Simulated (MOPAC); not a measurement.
## Run report: SiH₂BrClO, geometry relaxation (part 2 of 2)

The same run, continued: SiH₂BrClO; MNDOD, closed shell (MOPAC 23.2.5). The atoms were displaced at random from an optimised geometry.

Trajectory as extended XYZ, continued:
```
6
Properties=species:S:1:pos:R:3:forces:R:3 step=9 energy=-5.47933
O     0.7669    1.1485   -0.2367    0.0497  -0.0065  -0.0088
Si    0.0520   -0.3069    0.2564    0.0558  -0.0824  -0.0275
Cl    0.3453   -1.8086   -1.1359   -0.0441   0.0542   0.0177
Br   -2.1555    0.0016    0.5298   -0.0572  -0.0592   0.0235
H     0.5243    1.7070   -0.9603    0.0295   0.0212   0.0022
H     0.6302   -0.7132    1.4824   -0.0338   0.0728  -0.0071
6
Properties=species:S:1:pos:R:3:forces:R:3 step=10 energy=-5.48013
O     0.7700    1.1491   -0.2356    0.0385   0.0159  -0.0439
Si    0.0514   -0.3059    0.2514    0.0321  -0.0426   0.0203
Cl    0.3448   -1.8100   -1.1340   -0.0379   0.0236  -0.0263
Br   -2.1566    0.0003    0.5309   -0.0457  -0.0544   0.0102
H     0.5295    1.7144   -0.9550    0.0319   0.0055   0.0160
H     0.6276   -0.7082    1.4782   -0.0188   0.0520   0.0238
6
Properties=species:S:1:pos:R:3:forces:R:3 step=11 energy=-5.48119
O     0.7759    1.1490   -0.2363    0.0116   0.0094  -0.0587
Si    0.0515   -0.3045    0.2483    0.0161   0.0147   0.0567
Cl    0.3429   -1.8104   -1.1331   -0.0294   0.0086  -0.0388
Br   -2.1583   -0.0023    0.5317   -0.0181  -0.0476  -0.0039
H     0.5356    1.7222   -0.9496    0.0313  -0.0108   0.0248
H     0.6241   -0.6975    1.4796   -0.0115   0.0255   0.0199
6
Properties=species:S:1:pos:R:3:forces:R:3 step=12 energy=-5.48220
O     0.7842    1.1467   -0.2395   -0.0109   0.0077  -0.0528
Si    0.0524   -0.3022    0.2488   -0.0047   0.0548   0.0524
Cl    0.3389   -1.8083   -1.1330   -0.0174   0.0038  -0.0204
Br   -2.1602   -0.0066    0.5315    0.0082  -0.0349  -0.0115
H     0.5422    1.7290   -0.9448    0.0266  -0.0223   0.0241
H     0.6201   -0.6819    1.4862   -0.0019  -0.0090   0.0081
6
Properties=species:S:1:pos:R:3:forces:R:3 step=13 energy=-5.48257
O     0.7884    1.1445   -0.2426   -0.0078   0.0053  -0.0240
Si    0.0530   -0.3004    0.2515   -0.0082   0.0442   0.0204
Cl    0.3360   -1.8057   -1.1332   -0.0109   0.0079   0.0029
Br   -2.1606   -0.0093    0.5307    0.0063  -0.0243  -0.0071
H     0.5451    1.7305   -0.9437    0.0178  -0.0137   0.0067
H     0.6185   -0.6754    1.4912    0.0027  -0.0193   0.0011
6
Properties=species:S:1:pos:R:3:forces:R:3 step=14 energy=-5.48274
O     0.7913    1.1426   -0.2456    0.0065   0.0068   0.0125
Si    0.0532   -0.2982    0.2545   -0.0029   0.0078  -0.0159
Cl    0.3332   -1.8031   -1.1330   -0.0057   0.0112   0.0186
Br   -2.1604   -0.0117    0.5297   -0.0097  -0.0116   0.0020
H     0.5479    1.7313   -0.9436    0.0063  -0.0011  -0.0141
H     0.6177   -0.6740    1.4945    0.0055  -0.0131  -0.0031
6
Properties=species:S:1:pos:R:3:forces:R:3 step=15 energy=-5.48278
O     0.7913    1.1430   -0.2454    0.0071   0.0043   0.0147
Si    0.0532   -0.2979    0.2542   -0.0010   0.0038  -0.0092
Cl    0.3330   -1.8031   -1.1326   -0.0052   0.0078   0.0109
Br   -2.1603   -0.0118    0.5297   -0.0111  -0.0102   0.0023
H     0.5485    1.7313   -0.9439    0.0057   0.0014  -0.0160
H     0.6178   -0.6757    1.4936    0.0046  -0.0070  -0.0027
6
Properties=species:S:1:pos:R:3:forces:R:3 step=16 energy=-5.48285
O     0.7927    1.1446   -0.2449   -0.0014  -0.0016   0.0147
Si    0.0533   -0.2963    0.2532    0.0011  -0.0051   0.0092
Cl    0.3317   -1.8030   -1.1312   -0.0015  -0.0029  -0.0136
Br   -2.1605   -0.0130    0.5296   -0.0084  -0.0029   0.0024
H     0.5517    1.7312   -0.9456    0.0073   0.0010  -0.0125
H     0.6182   -0.6802    1.4910    0.0029   0.0115  -0.0003
6
Properties=species:S:1:pos:R:3:forces:R:3 step=17 energy=-5.48287
O     0.7928    1.1445   -0.2448   -0.0040  -0.0027   0.0132
Si    0.0534   -0.2964    0.2535   -0.0007  -0.0016   0.0052
Cl    0.3316   -1.8029   -1.1314   -0.0013  -0.0006  -0.0086
Br   -2.1606   -0.0131    0.5295   -0.0058  -0.0036   0.0023
H     0.5515    1.7304   -0.9460    0.0085   0.0013  -0.0119
H     0.6182   -0.6789    1.4916    0.0033   0.0073  -0.0003
6
Properties=species:S:1:pos:R:3:forces:R:3 step=18 energy=-5.48292
O     0.7939    1.1450   -0.2442   -0.0195   0.0000  -0.0031
Si    0.0541   -0.2961    0.2545   -0.0073   0.0059  -0.0076
Cl    0.3304   -1.8022   -1.1320    0.0008   0.0072   0.0049
Br   -2.1609   -0.0139    0.5293    0.0053  -0.0033   0.0026
H     0.5533    1.7269   -0.9495    0.0166  -0.0068   0.0025
H     0.6189   -0.6753    1.4933    0.0041  -0.0030   0.0008
6
Properties=species:S:1:pos:R:3:forces:R:3 step=19 energy=-5.48295
O     0.7940    1.1455   -0.2437   -0.0215  -0.0006  -0.0053
Si    0.0542   -0.2958    0.2546   -0.0072   0.0050  -0.0072
Cl    0.3298   -1.8020   -1.1319    0.0020   0.0072   0.0042
Br   -2.1609   -0.0143    0.5292    0.0060  -0.0023   0.0033
H     0.5550    1.7254   -0.9513    0.0175  -0.0070   0.0043
H     0.6193   -0.6752    1.4932    0.0033  -0.0023   0.0009
6
Properties=species:S:1:pos:R:3:forces:R:3 step=20 energy=-5.48308
O     0.7929    1.1511   -0.2380   -0.0374   0.0383  -0.0764
Si    0.0551   -0.2927    0.2557   -0.0043  -0.0098  -0.0013
Cl    0.3244   -1.8000   -1.1314    0.0141   0.0070  -0.0064
Br   -2.1607   -0.0182    0.5282    0.0040   0.0073   0.0126
H     0.5794    1.7088   -0.9731    0.0314  -0.0496   0.0701
H     0.6244   -0.6747    1.4919   -0.0079   0.0067   0.0015
6
Properties=species:S:1:pos:R:3:forces:R:3 step=21 energy=-5.48319
O     0.7927    1.1493   -0.2398   -0.0140  -0.0033  -0.0087
Si    0.0546   -0.2936    0.2552   -0.0020  -0.0053   0.0014
Cl    0.3262   -1.8005   -1.1315    0.0107   0.0031  -0.0065
Br   -2.1606   -0.0171    0.5286   -0.0014   0.0045   0.0103
H     0.5740    1.7136   -0.9663    0.0119  -0.0039   0.0044
H     0.6228   -0.6747    1.4923   -0.0052   0.0049  -0.0009
6
Properties=species:S:1:pos:R:3:forces:R:3 step=22 energy=-5.48324
O     0.7916    1.1495   -0.2393   -0.0058  -0.0035  -0.0042
Si    0.0544   -0.2939    0.2551   -0.0036  -0.0020  -0.0005
Cl    0.3265   -1.8005   -1.1319    0.0098   0.0040  -0.0043
Br   -2.1607   -0.0169    0.5289   -0.0018   0.0024   0.0100
H     0.5774    1.7124   -0.9680    0.0071  -0.0028  -0.0004
H     0.6230   -0.6740    1.4923   -0.0057   0.0019  -0.0006
6
Properties=species:S:1:pos:R:3:forces:R:3 step=23 energy=-5.48330
O     0.7884    1.1509   -0.2370    0.0109   0.0087  -0.0117
Si    0.0538   -0.2941    0.2551   -0.0036   0.0065  -0.0010
Cl    0.3268   -1.7998   -1.1328    0.0087   0.0042  -0.0014
Br   -2.1611   -0.0173    0.5296   -0.0032  -0.0020   0.0103
H     0.5932    1.7043   -0.9781   -0.0018  -0.0120   0.0047
H     0.6244   -0.6714    1.4922   -0.0111  -0.0053  -0.0009
6
Properties=species:S:1:pos:R:3:forces:R:3 step=24 energy=-5.48332
O     0.7892    1.1506   -0.2375    0.0092  -0.0025   0.0010
Si    0.0538   -0.2939    0.2551   -0.0027   0.0043  -0.0008
Cl    0.3269   -1.7997   -1.1327    0.0083   0.0035  -0.0023
Br   -2.1611   -0.0173    0.5296   -0.0018  -0.0010   0.0099
H     0.5911    1.7049   -0.9769   -0.0027  -0.0013  -0.0070
H     0.6239   -0.6721    1.4922   -0.0103  -0.0030  -0.0008
6
Properties=species:S:1:pos:R:3:forces:R:3 step=25 energy=-5.48334
O     0.7900    1.1503   -0.2379    0.0048  -0.0099   0.0087
Si    0.0536   -0.2937    0.2552   -0.0016   0.0013  -0.0020
Cl    0.3272   -1.7993   -1.1328    0.0068   0.0033  -0.0023
Br   -2.1615   -0.0174    0.5298    0.0021   0.0000   0.0086
H     0.5910    1.7037   -0.9776   -0.0023   0.0058  -0.0130
H     0.6232   -0.6727    1.4923   -0.0097  -0.0005  -0.0001
6
Properties=species:S:1:pos:R:3:forces:R:3 step=26 energy=-5.48338
O     0.7908    1.1498   -0.2384   -0.0013  -0.0139   0.0136
Si    0.0529   -0.2934    0.2554    0.0013  -0.0014  -0.0034
Cl    0.3283   -1.7983   -1.1332    0.0028   0.0023  -0.0016
Br   -2.1624   -0.0175    0.5306    0.0082   0.0005   0.0055
H     0.5940    1.7001   -0.9808   -0.0017   0.0107  -0.0153
H     0.6218   -0.6733    1.4925   -0.0093   0.0018   0.0011
6
Properties=species:S:1:pos:R:3:forces:R:3 step=27 energy=-5.48340
O     0.7909    1.1494   -0.2384   -0.0044  -0.0073   0.0080
Si    0.0521   -0.2934    0.2554    0.0039  -0.0015  -0.0030
Cl    0.3294   -1.7975   -1.1337   -0.0007   0.0007  -0.0008
Br   -2.1630   -0.0175    0.5313    0.0107  -0.0001   0.0027
H     0.5983    1.6965   -0.9845   -0.0007   0.0066  -0.0083
H     0.6204   -0.6732    1.4928   -0.0088   0.0017   0.0014
6
Properties=species:S:1:pos:R:3:forces:R:3 step=28 energy=-5.48341
O     0.7904    1.1491   -0.2382   -0.0036   0.0047  -0.0028
Si    0.0515   -0.2936    0.2552    0.0057   0.0002  -0.0007
Cl    0.3304   -1.7970   -1.1342   -0.0030  -0.0012  -0.0003
Br   -2.1634   -0.0173    0.5320    0.0082  -0.0012   0.0003
H     0.6025    1.6938   -0.9877    0.0000  -0.0023   0.0027
H     0.6189   -0.6728    1.4932   -0.0073  -0.0002   0.0007
6
Properties=species:S:1:pos:R:3:forces:R:3 step=29 energy=-5.48341
O     0.7902    1.1492   -0.2382   -0.0020   0.0043  -0.0019
Si    0.0516   -0.2937    0.2551    0.0047   0.0006  -0.0001
Cl    0.3303   -1.7971   -1.1342   -0.0023  -0.0011  -0.0003
Br   -2.1632   -0.0173    0.5319    0.0059  -0.0012   0.0004
H     0.6019    1.6943   -0.9872   -0.0003  -0.0020   0.0017
H     0.6186   -0.6727    1.4933   -0.0061  -0.0006   0.0004
6
Properties=species:S:1:pos:R:3:forces:R:3 step=30 energy=-5.48342
O     0.7896    1.1497   -0.2379    0.0017   0.0031  -0.0036
Si    0.0520   -0.2938    0.2550   -0.0007   0.0011   0.0018
Cl    0.3298   -1.7975   -1.1341    0.0011  -0.0003  -0.0006
Br   -2.1625   -0.0172    0.5317   -0.0035  -0.0002   0.0005
H     0.6007    1.6949   -0.9867    0.0005  -0.0028   0.0027
H     0.6169   -0.6729    1.4940    0.0009  -0.0008  -0.0008
6
Properties=species:S:1:pos:R:3:forces:R:3 step=31 energy=-5.48342
O     0.7898    1.1496   -0.2380    0.0003   0.0015  -0.0012
Si    0.0518   -0.2937    0.2551    0.0003   0.0003   0.0005
Cl    0.3300   -1.7973   -1.1341    0.0001  -0.0002  -0.0002
Br   -2.1627   -0.0173    0.5318   -0.0005  -0.0002   0.0002
H     0.6013    1.6943   -0.9872    0.0001  -0.0012   0.0010
H     0.6171   -0.6730    1.4939   -0.0003  -0.0003  -0.0002
6
Properties=species:S:1:pos:R:3:forces:R:3 step=32 energy=-5.48342
O     0.7899    1.1496   -0.2380   -0.0001   0.0007  -0.0006
Si    0.0518   -0.2936    0.2551    0.0003   0.0001   0.0002
Cl    0.3300   -1.7973   -1.1342   -0.0001  -0.0001  -0.0001
Br   -2.1628   -0.0173    0.5318    0.0000  -0.0001   0.0000
H     0.6017    1.6939   -0.9875    0.0001  -0.0005   0.0005
H     0.6170   -0.6730    1.4939   -0.0002  -0.0001  -0.0001
6
Properties=species:S:1:pos:R:3:forces:R:3 step=33 energy=-5.48342
O     0.7899    1.1497   -0.2380   -0.0001  -0.0002   0.0002
Si    0.0518   -0.2936    0.2551   -0.0001  -0.0001  -0.0001
Cl    0.3300   -1.7972   -1.1342    0.0000   0.0000   0.0000
Br   -2.1628   -0.0174    0.5318    0.0001   0.0000   0.0000
H     0.6019    1.6937   -0.9877    0.0000   0.0002  -0.0002
H     0.6170   -0.6730    1.4939    0.0001   0.0001   0.0000
```

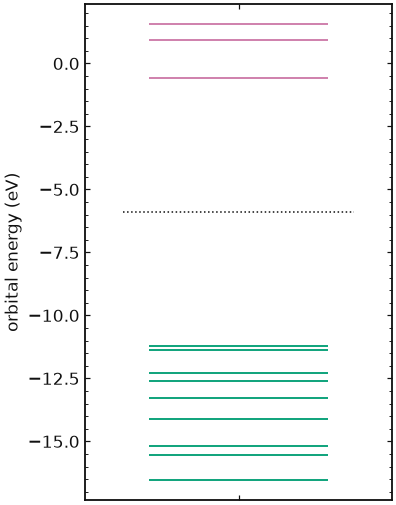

*Orbital energies near the frontier; the dotted line parts filled from empty levels, and levels within 0.02 eV of each other stand side by side.*

Highest filled −11.20 eV, lowest empty −0.57 eV, 10.63 eV apart.

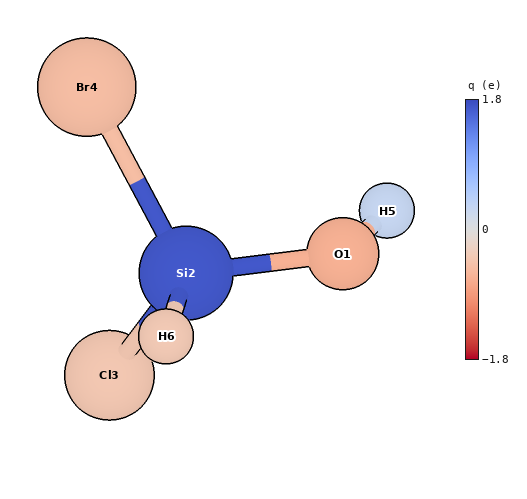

*Mulliken charges, as the colour of each atom (ball-and-stick view, seen at a tilt; atoms are numbered from 1 in the order of the input).*

By element: O −0.67, Si +1.69, Cl −0.40, Br −0.53 and H −0.38 to +0.28 e.

The run was set up as follows.

Input (run.mop):
```
EF GNORM=0.01 MULLIK CHARGE=0 CYCLES=300 DISP PRECISE MNDOD AUX(PRECISION=6) THREADS=1
MNDOD optimise

O      0.757892     1.088295    -0.207203
Si     0.050156    -0.287134     0.259289
Cl     0.318153    -1.752313    -1.127420
Br    -2.124557    -0.008068     0.511210
H      0.428410     1.538186    -1.016457
H      0.656588    -0.656245     1.521471
```

Run as:
```bash
mopac run.mop
```

Summary:

| quantity | value |
| --- | --- |
| outcome | converged |
| total energy | −35.063759 hartree |
| dispersion energy | 0.000000 hartree |
| heat of formation | −126.45 kcal/mol |
| basis functions | 33 |
| largest force | 0.000 eV/Å |
| HOMO | −11.20 eV |
| LUMO | −0.57 eV |
| dipole moment | 1.91 D |
| hardware | 1 thread of AMD EPYC (Zen 5), 128 GiB of memory available, shared host |
| peak memory | 0.087 GiB |

MOPAC's energies along a path are heats of formation.
